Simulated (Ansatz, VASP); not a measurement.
## Cu (Cu(111)): VASP beside Ansatz

Aim: how closely do two programs agree when they are given the same cell, functional and k mesh? The structure shown is the end of the VASP relaxation below.

Method: plane waves, with VASP 6.6.1 beside it; single point at PBE, in Ansatz 0.2.0.

**1. The starting structure**

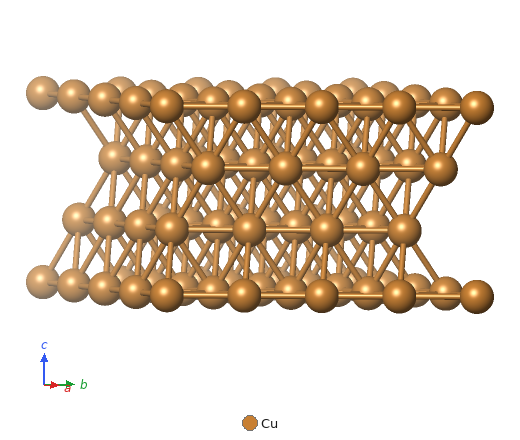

Start, viewed from the side, with the c axis up; copper orange. 2×2×1 cells are drawn. Some periodic images of atoms are drawn too.

The cell holds 16 atoms: 16 Cu. Cell: a = 5.142 Å, b = 5.142 Å, c = 21.298 Å, α = 90.0°, β = 90.0°, γ = 60.0°. It derives from Cu. As first built, before any earlier steps moved the atoms: 4 layers of fcc Cu, cut at this functional's lattice. Vacuum lies along c.

**2. VASP: relaxation, PBE**

This run makes the geometry at which the two programs are then compared.

Lines of VASP's logs that name or quote its potential files are left out, and so is its time.

File INCAR:

```
SYSTEM = Cu
PREC = Normal
ENCUT = 440
EDIFF = 1E-05
NELM = 120
ISMEAR = 1
SIGMA = 0.15
LREAL = Auto
ALGO = Fast
GGA = PE
NBANDS = 109
LASPH = .TRUE.
LORBIT = 11
LWAVE = .FALSE.
LCHARG = .FALSE.
KPAR = 4
NCORE = 2
IBRION = 2
NSW = 30
ISIF = 2
EDIFFG = -0.03
POTIM = 0.4
MAXMIX = 40
IDIPOL = 3
LDIPOL = .TRUE.
DIPOL = 0.5 0.5 0.5
```

File POSCAR:

```
Cu
1.0
    5.1420389737      0.0000000000      0.0000000000
    2.5710194868      4.4531363784      0.0000000000
    0.0000000000      0.0000000000     21.2976858615
Cu
16
Selective dynamics
Direct
    0.0000000000      0.0000000000      0.3521509400  F F F
    0.5000000000      0.0000000000      0.3521509400  F F F
    0.0000000000      0.5000000000      0.3521509400  F F F
    0.5000000000      0.5000000000      0.3521509400  F F F
    0.1666666700      0.1666666700      0.4507169800  F F F
    0.6666666700      0.1666666700      0.4507169800  F F F
    0.1666666700      0.6666666700      0.4507169800  F F F
    0.6666666700      0.6666666700      0.4507169800  F F F
    0.8333333300      0.3333333300      0.5492830200  T T T
    0.3333333300      0.3333333300      0.5492830200  T T T
    0.8333333300      0.8333333300      0.5492830200  T T T
    0.3333333300      0.8333333300      0.5492830200  T T T
    0.0000000000      0.0000000000      0.6478490600  T T T
    0.5000000000      0.0000000000      0.6478490600  T T T
    0.0000000000      0.5000000000      0.6478490600  T T T
    0.5000000000      0.5000000000      0.6478490600  T T T
```

File KPOINTS:

```
Automatic mesh
0
Gamma
6 6 1
0 0 0
```

PAW data sets: Cu (PBE family, release 64).

Launch:

```sh
$ mpirun -np 8 vasp_std
```

Numbers of over 12 decimals in the logs are rounded to 6 here.

Log:

```text
[banner, memory and clock lines left out]
running    8 mpi-ranks, on    1 nodes
 distrk:  each k-point on    2 cores,    4 groups
 distr:  one band on    2 cores,    1 groups

 POSCAR found type information on POSCAR Cu
 POSCAR found :  1 types and      16 ions
 LDA part: xc-table for (Slater+PW92), standard interpolation
 POSCAR, INCAR and KPOINTS ok, starting setup
 FFT: planning ... GRIDC
 FFT: planning ... GRID_SOFT
 FFT: planning ... GRID
 WAVECAR not read
 entering main loop
       N       E                     dE             d eps       ncg     rms          rms(c)
DAV:   1     0.158800805501E+04    0.15880E+04   -0.68232E+04  1526   0.185E+03
DAV:   2     0.141924799302E+03   -0.14461E+04   -0.13952E+04  1526   0.418E+02
DAV:   3    -0.580192932627E+02   -0.19994E+03   -0.18141E+03  1559   0.204E+02
DAV:   4    -0.685708729470E+02   -0.10552E+02   -0.10308E+02  1700   0.651E+01
DAV:   5    -0.688212582371E+02   -0.25039E+00   -0.24979E+00  1772   0.871E+00    0.295E+01
RMM:   6    -0.618816008498E+02    0.69397E+01   -0.15086E+02  1532   0.979E+01    0.171E+01
RMM:   7    -0.559187581605E+02    0.59628E+01   -0.32643E+01  1528   0.495E+01    0.224E+00
RMM:   8    -0.559471106623E+02   -0.28353E-01   -0.19298E+00  1566   0.629E+00    0.170E+00
RMM:   9    -0.559543258541E+02   -0.72152E-02   -0.43265E-01  1561   0.367E+00    0.496E-01
RMM:  10    -0.559549879874E+02   -0.66213E-03   -0.13760E-01  1833   0.162E+00    0.402E-01
RMM:  11    -0.559510259430E+02    0.39620E-02   -0.17229E-02  1625   0.651E-01    0.301E-01
RMM:  12    -0.559518882067E+02   -0.86226E-03   -0.53921E-03  1648   0.372E-01    0.312E-01
RMM:  13    -0.559475404788E+02    0.43477E-02   -0.36684E-03  1537   0.364E-01    0.748E-02
RMM:  14    -0.559471385200E+02    0.40196E-03   -0.12421E-03  1574   0.207E-01    0.478E-02
[...]
RMM:  18    -0.559479736052E+02   -0.23301E-03   -0.67056E-05  1199   0.345E-02    0.108E-02
RMM:  19    -0.559480343080E+02   -0.60703E-04   -0.31360E-05  1034   0.321E-02    0.711E-03
RMM:  20    -0.559481050629E+02   -0.70755E-04   -0.24330E-05   962   0.238E-02    0.386E-03
RMM:  21    -0.559481267391E+02   -0.21676E-04   -0.46640E-06   889   0.112E-02    0.170E-03
RMM:  22    -0.559481842963E+02   -0.57557E-04   -0.50818E-06   886   0.129E-02    0.544E-03
RMM:  23    -0.559481974623E+02   -0.13166E-04   -0.23569E-06   867   0.117E-02    0.714E-04
RMM:  24    -0.559482117372E+02   -0.14275E-04   -0.86682E-07   863   0.482E-03    0.164E-03
RMM:  25    -0.559482134684E+02   -0.17312E-05   -0.53800E-07   845   0.541E-03
   1 F= -.55948213E+02 E0= -.55941449E+02  d E =-.559482E+02
[...]
2 F= -.55949895E+02 E0= -.55943240E+02  d E =-.168165E-02
[...]
3 F= -.55954088E+02 E0= -.55947754E+02  d E =-.587500E-02
[...]
4 F= -.55957422E+02 E0= -.55951886E+02  d E =-.920803E-02
[...]
5 F= -.55959537E+02 E0= -.55954206E+02  d E =-.211559E-02
[...]
6 F= -.55963487E+02 E0= -.55958667E+02  d E =-.606512E-02
 curvature:  -5.47 expect dE=-0.102E-02 dE for cont linesearch -0.169E-03
 ZBRENT: extrapolating
 opt :   4.8648  next Energy=   -55.963650 (dE=-0.623E-02)
 bond charge predicted
       N       E                     dE             d eps       ncg     rms          rms(c)
DAV:   1    -0.559626453167E+02    0.84176E-03   -0.75378E-01  1625   0.278E+00    0.476E-02
RMM:   2    -0.559633898735E+02   -0.74456E-03   -0.75970E-03  1535   0.620E-01    0.382E-02
RMM:   3    -0.559637948037E+02   -0.40493E-03   -0.40033E-03  1807   0.303E-01    0.116E-02
RMM:   4    -0.559638542566E+02   -0.59453E-04   -0.57085E-04  1810   0.105E-01    0.656E-03
RMM:   5    -0.559638568288E+02   -0.25722E-05   -0.18966E-05   911   0.219E-02
   7 F= -.55963857E+02 E0= -.55959196E+02  d E =-.643533E-02
 curvature:  -5.28 expect dE=-0.369E-03 dE for cont linesearch -0.701E-06
 trial: gam=-0.09523 g(F)=  0.699E-04 g(S)=  0.000E+00 ort =-0.256E-04 (trialstep = 0.178E+01)
 search vector abs. value=  0.120E-03
 reached required accuracy - stopping structural energy minimisation
```

Parts of OUTCAR (step 2):

```text
ion  position               nearest neighbor table
   1  0.000  0.000  0.352-   7 2.57   6 2.57   5 2.57   3 2.57   3 2.57   4 2.57   4 2.57   2 2.57
                             2 2.57
   2  0.500  0.000  0.352-   8 2.57   5 2.57   6 2.57   4 2.57   4 2.57   3 2.57   3 2.57   1 2.57
                             1 2.57
   3  0.000  0.500  0.352-   5 2.57   8 2.57   7 2.57   1 2.57   1 2.57   2 2.57   2 2.57   4 2.57
                             4 2.57
   4  0.500  0.500  0.352-   6 2.57   7 2.57   8 2.57   2 2.57   2 2.57   1 2.57   1 2.57   3 2.57
                             3 2.57
   5  0.167  0.167  0.451-  10 2.57   3 2.57   2 2.57  12 2.57   1 2.57   9 2.57   7 2.57   7 2.57
                             8 2.57   8 2.57   6 2.57   6 2.57
   6  0.667  0.167  0.451-   9 2.57   4 2.57   1 2.57  11 2.57   2 2.57  10 2.57   8 2.57   8 2.57
                             7 2.57   7 2.57   5 2.57   5 2.57
   7  0.167  0.667  0.451-  12 2.57   1 2.57   4 2.57  10 2.57   3 2.57  11 2.57   5 2.57   5 2.57
                             6 2.57   6 2.57   8 2.57   8 2.57
   8  0.667  0.667  0.451-  11 2.57   2 2.57   3 2.57   9 2.57   4 2.57  12 2.57   6 2.57   6 2.57
                             5 2.57   5 2.57   7 2.57   7 2.57
   9  0.833  0.333  0.549-   6 2.57  13 2.57  16 2.57   8 2.57  15 2.57   5 2.57  11 2.57  11 2.57
                            12 2.57  12 2.57  10 2.57  10 2.57
  10  0.333  0.333  0.549-   5 2.57  14 2.57  15 2.57   7 2.57  16 2.57   6 2.57  12 2.57  12 2.57
                            11 2.57  11 2.57   9 2.57   9 2.57
  11  0.833  0.833  0.549-   8 2.57  15 2.57  14 2.57   6 2.57  13 2.57   7 2.57   9 2.57   9 2.57
                            10 2.57  10 2.57  12 2.57  12 2.57
  12  0.333  0.833  0.549-   7 2.57  16 2.57  13 2.57   5 2.57  14 2.57   8 2.57  10 2.57  10 2.57
                             9 2.57   9 2.57  11 2.57  11 2.57
  13  0.000  0.000  0.648-   9 2.57  12 2.57  11 2.57  15 2.57  15 2.57  16 2.57  16 2.57  14 2.57
                            14 2.57
  14  0.500  0.000  0.648-  10 2.57  11 2.57  12 2.57  16 2.57  16 2.57  15 2.57  15 2.57  13 2.57
                            13 2.57
  15  0.000  0.500  0.648-  11 2.57  10 2.57   9 2.57  13 2.57  13 2.57  14 2.57  14 2.57  16 2.57
                            16 2.57
  16  0.500  0.500  0.648-  12 2.57   9 2.57  10 2.57  14 2.57  14 2.57  13 2.57  13 2.57  15 2.57
                            15 2.57

  LATTYP: Found a hexagonal cell.
 ALAT       =     5.1420389736
 C/A-ratio  =     4.1418756199

 Subroutine GETGRP returns: Found 12 space group operations
 (whereof 12 operations were pure point group operations)

The static configuration has the point symmetry D_3d.

 Found      7 irreducible k-points:

   k-points           NKPTS =      7   k-points in BZ     NKDIM =      7   number of bands    NBANDS=    109

   dimension x,y,z NGX =    28 NGY =   28 NGZ =  112
   dimension x,y,z NGXF=    56 NGYF=   56 NGZF=  224

   ENCUT  =  440.0 eV  32.34 Ry    5.69 a.u.   8.79  8.79 36.43*2*pi/ulx,y,z

   NELECT =     176.0000    total number of electrons

 k-points in reciprocal lattice and weights: Automatic mesh
   0.00000000  0.00000000  0.00000000       0.028
   0.16666667  0.00000000  0.00000000       0.167
   0.33333333  0.00000000  0.00000000       0.167
   0.50000000  0.00000000  0.00000000       0.083
   0.33333333  0.16666667  0.00000000       0.167
   0.50000000  0.16666667  0.00000000       0.333
  -0.33333333  0.33333333  0.00000000       0.056

 dipolmoment           0.000000      0.000000     -0.001997 electrons x Angstroem

 average (electrostatic) potential at core
       1 -70.9088       2 -70.9088       3 -70.9088       4 -70.9088       5 -71.1166
       6 -71.1166       7 -71.1166       8 -71.1166       9 -71.1294      10 -71.1294
      11 -71.1294      12 -71.1294      13 -70.9246      14 -70.9246      15 -70.9246
      16 -70.9246

 E-fermi :   0.0235

 k-point     1 :       0.0000    0.0000    0.0000
  band No.  band energies     occupation
    ...
     84      -1.0725      2.00000
     85      -0.0937      1.97034
     86      -0.0937      1.97034
     87      -0.0937      1.97025
     88      -0.0477      1.71146
     89       0.8705     -0.00000
     90       0.8705     -0.00000
     91       0.8706     -0.00000
     92       1.4291     -0.00000
     93       1.4291     -0.00000
    ...

 k-point     2 :       0.1667    0.0000    0.0000
  band No.  band energies     occupation
    ...
     84      -1.1182      2.00000
     85      -0.6617      2.00000
     86      -0.5127      2.00001
     87      -0.0657      1.83502
     88      -0.0656      1.83492
     89       0.4762     -0.00017
     90       0.6138     -0.00000
     91       0.6138     -0.00000
     92       0.8922     -0.00000
     93       1.6729     -0.00000
    ...

 k-point     3 :       0.3333    0.0000    0.0000
  band No.  band energies     occupation
    ...
     85      -1.3767      2.00000
     86      -0.2539      2.02521
     87      -0.0488      1.72050
     88      -0.0488      1.72045
     89       0.0648      0.55315
     90       0.5632     -0.00000
     91       0.5633     -0.00000
     92       1.5769     -0.00000
     93       1.9552     -0.00000
     94       1.9552     -0.00000
    ...

  Total       -4.6555297     -4.6555297     -1.7475618      0.0000000     -0.0000000      0.0000000
  in kB      -15.2948740    -15.2948740     -5.7412882      0.0000000     -0.0000000      0.0000000
  external PRESSURE =     -12.1103454 kB  Pullay stress =       0.0000000 kB

  energy-cutoff  :      440.00
  volume of cell :      487.68
      direct lattice vectors                 reciprocal lattice vectors
     5.142038974  0.000000000  0.000000000     0.194475383 -0.112280415  0.000000000
     2.571019487  4.453136378  0.000000000     0.000000000  0.224560830  0.000000000
     0.000000000  0.000000000 21.297685861     0.000000000  0.000000000  0.046953458

 POSITION                                       TOTAL-FORCE (eV/Angst)
 -----------------------------------------------------------------------------------
      0.00000      0.00000      7.50000         0.000000     -0.000000      0.100575
      2.57102      0.00000      7.50000         0.000000      0.000000      0.100575
      1.28551      2.22657      7.50000         0.000000     -0.000000      0.100575
      3.85653      2.22657      7.50000        -0.000000      0.000000      0.100575
      1.28551      0.74219      9.59923        -0.000000     -0.000000     -0.104044
      3.85653      0.74219      9.59923        -0.000000     -0.000000     -0.104044
      2.57102      2.96876      9.59923        -0.000000     -0.000000     -0.104044
      5.14204      2.96876      9.59923        -0.000000     -0.000000     -0.104044
      5.14204      1.48438     11.66789         0.000000     -0.000000     -0.013216
      2.57102      1.48438     11.66789        -0.000000     -0.000000     -0.013216
      6.42755      3.71095     11.66789        -0.000000     -0.000000     -0.013216
      3.85653      3.71095     11.66789         0.000000     -0.000000     -0.013216
      0.00000      0.00000     13.73466        -0.000000      0.000000      0.016684
      2.57102      0.00000     13.73466         0.000000     -0.000000      0.016684
      1.28551      2.22657     13.73466        -0.000000      0.000000      0.016684
      3.85653      2.22657     13.73466        -0.000000      0.000000      0.016684
 -----------------------------------------------------------------------------------
    total drift:                               -0.000017     -0.000010      0.034495

  FREE ENERGIE OF THE ION-ELECTRON SYSTEM (eV)
  ---------------------------------------------------
  free  energy   TOTEN  =       -55.9638568288 eV

  energy  without entropy=      -55.9498751757  energy(sigma->0) =      -55.95919628

 reached required accuracy - stopping structural energy minimisation

 vacuum level on the upper side and lower side of the slab         4.725         4.757

 total charge
# of ion       s       p       d       tot
------------------------------------------
    1        0.445   0.281   9.188   9.914
    2        0.445   0.281   9.188   9.914
    3        0.445   0.281   9.188   9.914
    4        0.445   0.281   9.188   9.914
    5        0.440   0.371   9.178   9.989
    6        0.440   0.371   9.178   9.989
    7        0.440   0.371   9.178   9.989
    8        0.440   0.371   9.178   9.989
    9        0.442   0.376   9.178   9.997
   10        0.442   0.376   9.178   9.997
   11        0.442   0.376   9.178   9.997
   12        0.442   0.376   9.178   9.997
   13        0.447   0.287   9.188   9.923
   14        0.447   0.287   9.188   9.923
   15        0.447   0.287   9.188   9.923
   16        0.447   0.287   9.188   9.923
--------------------------------------------------
tot          7.099   5.258 146.930 159.287

[... 3 further parts left out ...]
```

CONTCAR:

```
Cu
   1.00000000000000
     5.1420389737000001    0.0000000000000000    0.0000000000000000
     2.5710194868000000    4.4531363784000000    0.0000000000000000
     0.0000000000000000    0.0000000000000000   21.2976858614999998
  Cu
    16
Selective dynamics
Direct
     0.0000000000000000    0.0000000000000000    0.3521509400000014   F   F   F
     0.5000000000000000    0.0000000000000000    0.3521509400000014   F   F   F
     0.0000000000000000    0.5000000000000000    0.3521509400000014   F   F   F
     0.5000000000000000    0.5000000000000000    0.3521509400000014   F   F   F
     0.1666666699999979    0.1666666699999979    0.4507169800000028   F   F   F
     0.6666666699999979    0.1666666699999979    0.4507169800000028   F   F   F
     0.1666666699999979    0.6666666699999979    0.4507169800000028   F   F   F
     0.6666666699999979    0.6666666699999979    0.4507169800000028   F   F   F
     0.8333333300000021    0.3333333300000021    0.5478476999776976   T   T   T
     0.3333333300000021    0.3333333300000021    0.5478476999776976   T   T   T
     0.8333333300000021    0.8333333300000021    0.5478476999776976   T   T   T
     0.3333333300000021    0.8333333300000021    0.5478476999776976   T   T   T
     0.0000000000000000    0.0000000000000000    0.6448896121462431   T   T   T
     0.5000000000000000    0.0000000000000000    0.6448896121462431   T   T   T
     0.0000000000000000    0.5000000000000000    0.6448896121462431   T   T   T
     0.5000000000000000    0.5000000000000000    0.6448896121462431   T   T   T
```

[end of part 1 of 2]

[Lines on the potential files, build, host, timing and source positions are cut from VASP's logs without a mark.]

[Logs are printed without paths, hosts, clocks, repeated set-up lines and the standing remarks that a program may print on its own settings, such as how far it seeks lower states.]

[Hosts, paths, dates, database ids (printed as entryN), source tags and the programs' standing remarks are cut or masked in the printed files.]
